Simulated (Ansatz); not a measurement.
**CH₆BNSi: geometry and vibrations**

What shape does CH₆BNSi take? The plan is to relax it, check the end point by its vibrations and derive ideal-gas thermochemistry.

Program: Ansatz 0.2.0, Gaussian basis. Level of theory: RKS PBE0-D4/def2-TZVP. These are calculated values, not measurements.

Levels to be run: relaxation at PBE-D4/def2-SVP; relaxation at PBE0-D4/def2-TZVP; harmonic vibrations at the same level.

1 further run of the same task is left out (set aside as unsound or not needed).

### Step 1. The starting structure

10 atoms, charge 0, spin multiplicity 1.

Atoms are counted from 1 here; the program's logs count them from 0.

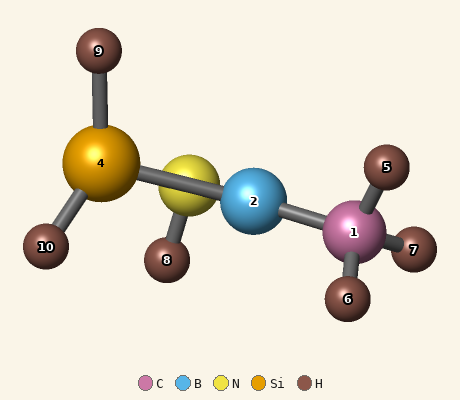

The starting geometry (carbon pink, boron blue, nitrogen yellow, silicon amber, hydrogen brown); atoms are numbered from 1 in the order of the file.

Geometry (Å):

```xyz
10

C    -1.1279    0.6927   -0.9869
B    -0.2548   -0.1236   -0.0428
N     0.1580   -1.4644    0.5343
Si    1.3347   -0.2843    1.2499
H    -1.7224    1.4869   -0.4181
H    -0.5490    1.2646   -1.7585
H    -1.8753    0.0723   -1.5030
H     0.7510   -1.9452   -0.2149
H     0.8445    0.2984    2.5814
H     2.5241   -0.0487    0.5616
```

The start is a force-field geometry with small random shifts, so a cheaper pass at PBE-D4/def2-SVP comes first.

### Step 2. Geometry optimisation, PBE-D4/def2-SVP (cheap first pass)

in.yaml

```yaml
crystal:
  periodic: [false, false, false]
  atoms:
    - {symbol: C, position_ang: [-1.127900, 0.692700, -0.986900]}
    - {symbol: B, position_ang: [-0.254800, -0.123600, -0.042800]}
    - {symbol: N, position_ang: [0.158000, -1.464400, 0.534300]}
    - {symbol: Si, position_ang: [1.334700, -0.284300, 1.249900]}
    - {symbol: H, position_ang: [-1.722400, 1.486900, -0.418100]}
    - {symbol: H, position_ang: [-0.549000, 1.264600, -1.758500]}
    - {symbol: H, position_ang: [-1.875300, 0.072300, -1.503000]}
    - {symbol: H, position_ang: [0.751000, -1.945200, -0.214900]}
    - {symbol: H, position_ang: [0.844500, 0.298400, 2.581400]}
    - {symbol: H, position_ang: [2.524100, -0.048700, 0.561600]}
basis:
  gaussian: {orbitals: def2-SVP}
hamiltonian: {xc: pbe, dispersion: d4}
relax: {f_tol: 0.03, max_steps: 200}
```

Launch:

```bash
$ ansatz run in.yaml --threads 2 --pin off --events-out ev --progress --plain --max-ram 4352MiB
```

Output, shortened:

```text
Functional definition: PBE
  name "PBE"
  cite "Perdew, Burke & Ernzerhof, Phys. Rev. Lett. 77, 3865 (1996) doi:10.1103/PhysRevLett.77.3865"
  parent pbe
[...]
1028 factors; their error is unknown
[...]
mean field -11163.63218084 eV, -410.2559156640 hartree, gradient 4.3e-5 eV, S^2 0.000000; 0 other end points of the search recorded, 0 dependent functions left out
[...]
reference -11163.63221628 eV, -410.2559169668 hartree; 19, 19 occupied and 71, 71 virtual orbitals, 1028 factors
relax step   1: F+E_penalty+E_count = -11163.80805917 eV  Δ(F+E_penalty+E_count) = +0.000e0 eV  max|allowed force component| = 3.364e0 eV/Å  Δτ_max = 0.0000 Å  (29 SCF iters, accepted)
[...]
relax step   7: F+E_penalty+E_count = -11165.65121131 eV  Δ(F+E_penalty+E_count) = -2.828e-2 eV  max|allowed force component| = 6.198e-2 eV/Å  Δτ_max = 0.0641 Å  (28 SCF iters, accepted)
[...]
relax step   8: F+E_penalty+E_count = -11165.65199526 eV  Δ(F+E_penalty+E_count) = -7.840e-4 eV  max|allowed force component| = 2.349e-2 eV/Å  Δτ_max = 0.0190 Å  (29 SCF iters, accepted)
1028 factors; their error is unknown
mean field -11165.47668739 eV, -410.3237000296 hartree, gradient 2.6e-5 eV, S^2 0.000000; 1 other end points of the search recorded, 0 dependent functions left out
[...]
reference -11165.47672453 eV, -410.3237013945 hartree; 19, 19 occupied and 71, 71 virtual orbitals, 1028 factors
Total energy: -11165.65203240 eV, -410.3301438399 hartree
Atom 0 at    -1.201045     0.689344    -1.066726 Å, force     0.013749     0.018302     0.017521 eV/Å
Atom 1 at    -0.130626     0.064855    -0.116576 Å, force    -0.016586    -0.000909    -0.020227 eV/Å
Atom 2 at     0.364360    -1.176626     0.261577 Å, force    -0.018503     0.014653    -0.015315 eV/Å
Atom 3 at     1.321300     0.014423     1.208366 Å, force     0.023491    -0.007812     0.017898 eV/Å
Atom 4 at    -1.895476     1.340022    -0.494323 Å, force    -0.000443    -0.016287    -0.004624 eV/Å
Atom 5 at    -0.710932     1.353150    -1.810559 Å, force    -0.001930    -0.014470     0.002969 eV/Å
Atom 6 at    -1.796696    -0.071093    -1.612908 Å, force    -0.003350     0.001238    -0.003533 eV/Å
Atom 7 at     0.194504    -2.164030     0.044302 Å, force     0.003475     0.000555     0.004657 eV/Å
Atom 8 at     1.143070    -0.106273     2.700253 Å, force     0.002300     0.003416    -0.005413 eV/Å
Atom 9 at     2.794441     0.004928     0.889595 Å, force    -0.002202     0.001313     0.006065 eV/Å
Dipole moment:    -0.132459    -0.190751    -0.135517 e Å
```

Wall time 12 s (2 threads of Arm Neoverse V2, shared host).

The steps of the relaxation:

```
step  energy from step 1 (eV)  largest force component (eV/Å)
   1                   0.0000                          3.3636
   2                  -0.8749                          1.9644
   3                  -1.3451                          1.2151
   4                  -1.6200                          1.0650
   5                  -1.6941                          2.8165
   6                  -1.8149                          1.2581
   7                  -1.8432                          0.0620
   8                  -1.8439                          0.0235
```

Close pairs (by a distance rule), those that changed most:

```
   bond  before (Å)  after (Å)  change (Å)
  B2–N3       1.517      1.389      -0.128
Si4–H10       1.394      1.507      +0.113
 B2–Si4       2.055      1.966      -0.089
  N3–H8       1.070      1.025      -0.044
  C1–B2       1.523      1.562      +0.038
  C1–H5       1.144      1.111      -0.033
 Si4–H9       1.534      1.507      -0.027
 N3–Si4       1.814      1.797      -0.016
```

### Step 3. Optimising with PBE0-D4/def2-TZVP

in.yaml

```yaml
crystal:
  periodic: [false, false, false]
  atoms:
    - {symbol: C, position_ang: [-1.201045, 0.689344, -1.066726]}
    - {symbol: B, position_ang: [-0.130626, 0.064855, -0.116576]}
    - {symbol: N, position_ang: [0.364360, -1.176626, 0.261577]}
    - {symbol: Si, position_ang: [1.321300, 0.014423, 1.208366]}
    - {symbol: H, position_ang: [-1.895476, 1.340022, -0.494323]}
    - {symbol: H, position_ang: [-0.710932, 1.353150, -1.810559]}
    - {symbol: H, position_ang: [-1.796696, -0.071093, -1.612908]}
    - {symbol: H, position_ang: [0.194504, -2.164030, 0.044302]}
    - {symbol: H, position_ang: [1.143070, -0.106273, 2.700253]}
    - {symbol: H, position_ang: [2.794441, 0.004928, 0.889595]}
basis:
  gaussian: {orbitals: def2-TZVP}
hamiltonian: {xc: pbe0, dispersion: d4}
relax: {f_tol: 0.005, max_steps: 150}
```

The command is unchanged.

Output, shortened:

```text
Functional definition: PBE0
  name "PBE0"
  cite "Adamo & Barone, J. Chem. Phys. 110, 6158 (1999) doi:10.1063/1.478522"
  cite "Perdew, Burke & Ernzerhof, Phys. Rev. Lett. 77, 3865 (1996) doi:10.1103/PhysRevLett.77.3865"
  parent pbe
[...]
1036 factors; their error is unknown
[...]
mean field -11173.08165793 eV, -410.6031775423 hartree, gradient 1.6e-5 eV, S^2 0.000000; 0 other end points of the search recorded, 0 dependent functions left out
[...]
reference -11173.08169119 eV, -410.6031787643 hartree; 19, 19 occupied and 147, 147 virtual orbitals, 1036 factors
relax step   1: F+E_penalty+E_count = -11173.22934593 eV  Δ(F+E_penalty+E_count) = +0.000e0 eV  max|allowed force component| = 6.654e-1 eV/Å  Δτ_max = 0.0000 Å  (27 SCF iters, accepted)
[...]
Atom 0 at    -1.190182     0.684239    -1.058673 Å, force     0.000291     0.000949    -0.000632 eV/Å
Atom 1 at    -0.118927     0.085433    -0.108763 Å, force    -0.001684    -0.000378    -0.002834 eV/Å
Atom 2 at     0.362532    -1.154865     0.263945 Å, force     0.002912     0.000269     0.003997 eV/Å
Atom 3 at     1.313813    -0.011246     1.195391 Å, force     0.000164    -0.000306    -0.000045 eV/Å
Atom 4 at    -1.890824     1.309515    -0.497754 Å, force     0.000292    -0.000798     0.000346 eV/Å
Atom 5 at    -0.717653     1.343525    -1.792958 Å, force    -0.000376    -0.000119     0.001161 eV/Å
Atom 6 at    -1.760208    -0.078534    -1.596277 Å, force     0.000041     0.000486    -0.000303 eV/Å
Atom 7 at     0.178337    -2.122295     0.043322 Å, force    -0.000954    -0.000023    -0.001071 eV/Å
Atom 8 at     1.137403    -0.102076     2.669606 Å, force    -0.000401     0.000300    -0.000194 eV/Å
Atom 9 at     2.768610    -0.004996     0.885163 Å, force    -0.000285    -0.000380    -0.000424 eV/Å
Dipole moment:    -0.119355    -0.183586    -0.120003 e Å
```

Run time: 24 s. Hardware: 2 threads of Arm Neoverse V2, shared host; peak memory 0.33 GiB.

The steps of the relaxation:

```
step  energy from step 1 (eV)  largest force component (eV/Å)
   1                   0.0000                          0.6654
   2                  -0.0403                          0.3400
   3                  -0.0494                          0.1013
   4                  -0.0499                          0.0682
   5                  -0.0501                          0.0112
   6                  -0.0502                          0.0061
   7                  -0.0502                          0.0040
```

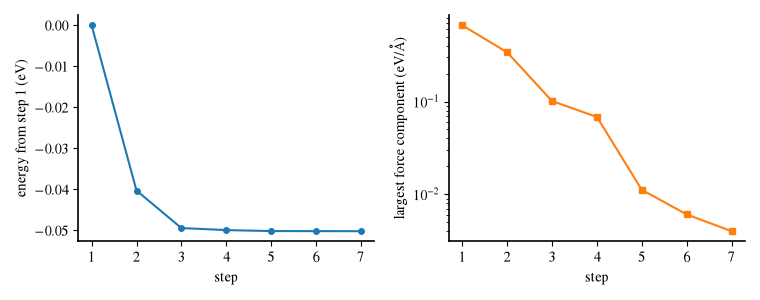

Energy and force, step by step.

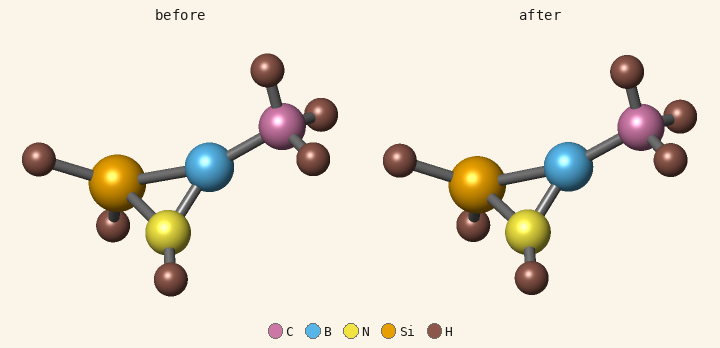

The geometry before (left) and after (right).

Close pairs (by a distance rule), those that changed most:

```
   bond  before (Å)  after (Å)  change (Å)
 N3–Si4       1.797      1.755      -0.042
 B2–Si4       1.966      1.940      -0.026
 Si4–H9       1.507      1.488      -0.020
Si4–H10       1.507      1.488      -0.020
  C1–H6       1.111      1.094      -0.017
  C1–H5       1.111      1.094      -0.017
  C1–H7       1.110      1.094      -0.016
  N3–H8       1.025      1.009      -0.016
```

Mulliken charges at the end point, from the run's report:

```
atom  value (e)
  C1      -0.41
  B2       0.12
  N3      -0.36
 Si4       0.07
  H5       0.15
  H6       0.15
  H7       0.13
  H8       0.21
  H9      -0.03
 H10      -0.03
```

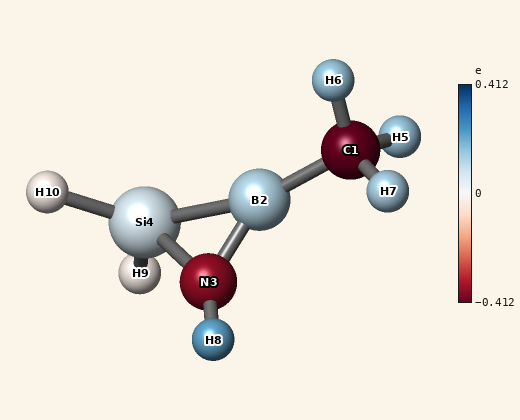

Mulliken charges at the end point, from the run's report, as colours on the atoms.

### Step 4. Vibrations by finite differences

in.yaml

```yaml
crystal:
  periodic: [false, false, false]
  atoms:
    - {symbol: C, position_ang: [-1.190182, 0.684239, -1.058673]}
    - {symbol: B, position_ang: [-0.118927, 0.085433, -0.108763]}
    - {symbol: N, position_ang: [0.362532, -1.154865, 0.263945]}
    - {symbol: Si, position_ang: [1.313813, -0.011246, 1.195391]}
    - {symbol: H, position_ang: [-1.890824, 1.309515, -0.497754]}
    - {symbol: H, position_ang: [-0.717653, 1.343525, -1.792958]}
    - {symbol: H, position_ang: [-1.760208, -0.078534, -1.596277]}
    - {symbol: H, position_ang: [0.178337, -2.122295, 0.043322]}
    - {symbol: H, position_ang: [1.137403, -0.102076, 2.669606]}
    - {symbol: H, position_ang: [2.768610, -0.004996, 0.885163]}
basis:
  gaussian: {orbitals: def2-TZVP}
hamiltonian: {xc: pbe0, dispersion: d4}
phonons: {temperatures: {t_min: 298.15, t_max: 900, t_step: 200}}
```

Launched as before.

Output, shortened:

```text
Functional definition: PBE0
  name "PBE0"
  cite "Adamo & Barone, J. Chem. Phys. 110, 6158 (1999) doi:10.1063/1.478522"
  cite "Perdew, Burke & Ernzerhof, Phys. Rev. Lett. 77, 3865 (1996) doi:10.1103/PhysRevLett.77.3865"
  parent pbe
[...]
1036 factors; their error is unknown
[...]
mean field -11173.13081469 eV, -410.6049840198 hartree, gradient 1.4e-5 eV, S^2 0.000000; 0 other end points of the search recorded, 0 dependent functions left out
[...]
reference -11173.13084767 eV, -410.6049852319 hartree; 19, 19 occupied and 147, 147 virtual orbitals, 1036 factors
[...]
1036 factors; their error is unknown
mean field -11173.13064767 eV, -410.6049778819 hartree, gradient 1.9e-6 eV, S^2 0.000000; 0 other end points of the search recorded, 0 dependent functions left out
[...]
reference -11173.13068065 eV, -410.6049790940 hartree; 19, 19 occupied and 147, 147 virtual orbitals, 1036 factors
[...]
Atom 2 at     0.362532    -1.154865     0.263945 Å, force     0.002902     0.000243     0.003990 eV/Å
Atom 3 at     1.313813    -0.011246     1.195391 Å, force     0.000163    -0.000300    -0.000038 eV/Å
Atom 4 at    -1.890824     1.309515    -0.497754 Å, force     0.000291    -0.000804     0.000344 eV/Å
Atom 5 at    -0.717653     1.343525    -1.792958 Å, force    -0.000373    -0.000119     0.001156 eV/Å
Atom 6 at    -1.760208    -0.078534    -1.596277 Å, force     0.000036     0.000488    -0.000304 eV/Å
Atom 7 at     0.178337    -2.122295     0.043322 Å, force    -0.000952    -0.000010    -0.001068 eV/Å
Atom 8 at     1.137403    -0.102076     2.669606 Å, force    -0.000400     0.000301    -0.000201 eV/Å
Atom 9 at     2.768610    -0.004996     0.885163 Å, force    -0.000285    -0.000380    -0.000423 eV/Å
Dipole moment:    -0.119355    -0.183586    -0.120004 e Å
Vibrations: 87.67 243.64 255.54 521.16 522.31 634.23 650.99 676.51 756.76 836.62 876.15 953.10 996.11 1074.93 1311.23 1439.43 1448.73 1499.10 2207.30 2212.85 3041.16 3114.93 3120.62 3584.29 cm⁻¹, zero-point energy 1.987799 eV
```

Wall time 2 min (2 threads of Arm Neoverse V2, shared host); peak memory 0.34 GiB.

Motions are named by where the mode's potential energy lies. The modes, unscaled (a negative number is an imaginary wavenumber):

```
mode  cm⁻¹                       motion
   1    88                      torsion
   2   244                      torsion
   3   256                         bend
   4   521                         bend
   5   522       bend with Si–B stretch
   6   634  bend with out-of-plane bend
   7   651                         bend
   8   677  bend with out-of-plane bend
   9   757       bend with Si–N stretch
  10   837                         bend
  11   876            bend with torsion
  12   953                         bend
  13   996                         bend
  14  1075                         bend
  15  1311                         bend
  16  1439                         bend
  17  1449                         bend
  18  1499        B–N stretch with bend
  19  2207                 Si–H stretch
  20  2213                 Si–H stretch
  21  3041                  C–H stretch
  22  3115                  C–H stretch
  23  3121                  C–H stretch
  24  3584                  N–H stretch
```

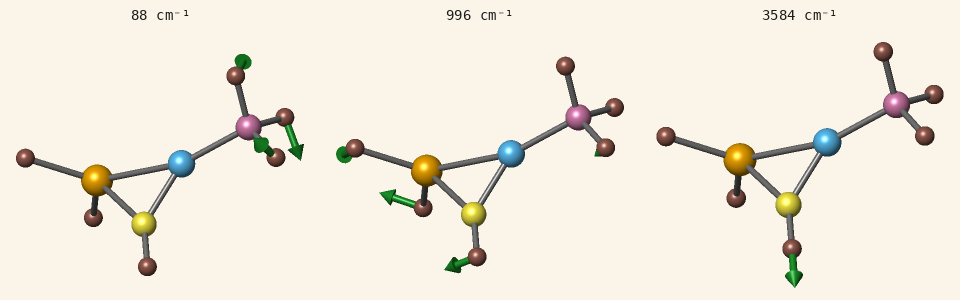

Displacements of 3 modes, as arrows.

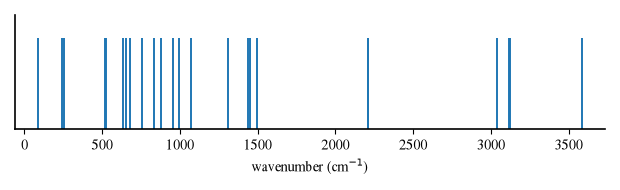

The harmonic wavenumbers as sticks (no intensities were computed).

Ideal gas, rigid rotor and harmonic oscillator at 298.15 K and 1 bar, with symmetry number 1:

```
                term            value
   zero-point energy     191.8 kJ/mol
          H(298) − E     209.3 kJ/mol
entropy, translation  162.0 J/(mol K)
   entropy, rotation  104.6 J/(mol K)
  entropy, vibration   43.6 J/(mol K)
      entropy, total  310.2 J/(mol K)
```

### Step 5. Summary of results

| quantity | value |
| --- | --- |
| point group | Cs |
| steps | 8 + 7 |
| shift from the start (rms) | 0.368 Å |
| total energy | -11173.2795 eV |
| dispersion term | -149 meV |
| dipole moment | 1.20 D |
| lowest, highest wavenumber | 88, 3584 cm⁻¹ |
| zero-point energy | 191.8 kJ/mol |
| entropy at 298.15 K | 310.2 J/(mol K) |

In words: The atoms moved 0.37 Å (rms) from the start; the bond that changed most is B2–N3, from 1.517 to 1.382 Å. All wavenumbers are real, so the end point is a minimum. The stiffest mode, 3584 cm⁻¹, is an N–H stretch. Harmonic hybrid wavenumbers usually lie a few per cent above measured fundamentals. The largest Mulliken charge, -0.41 e, sits on C1.
